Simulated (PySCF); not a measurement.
KNa, singlet. r2SCAN/pcseg-2 in PySCF 2.14.0, UKS. One reference determinant with the occupation held, the lowest that a PBE0 search over spins and occupations found; no spin-orbit coupling. Zero is the separated fragments in their ground configurations, without counterpoise. With r2SCAN the solution stays closed-shell at all points drawn; such a solution can't reach the open-shell fragments at long range. 2 further points of the run are not drawn. Horizontal lines: vibrational levels from ωe and ωexe, starting at v = 0.

What bond curve does the calculation give?

Answer. re = 3.592 Å, ωe = 121 cm⁻¹, ωexe = 0.4 cm⁻¹, De = 0.50 eV.
```
r (Å)  E (eV)
3.048   −0.35
3.190   −0.42
3.331   −0.47
3.438   −0.49
3.544   −0.50
3.650   −0.50
3.792   −0.48
3.969   −0.45
4.182   −0.40
4.465   −0.31
```

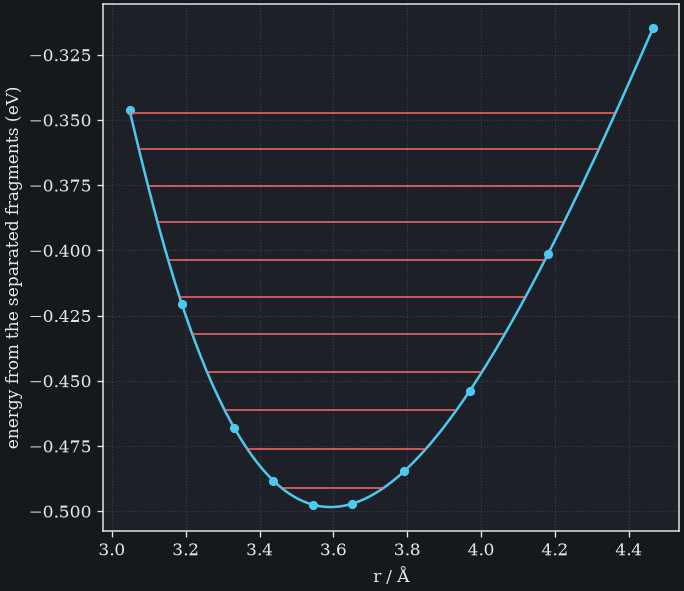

Caveats: a spin-polarised solution may lie slightly lower.
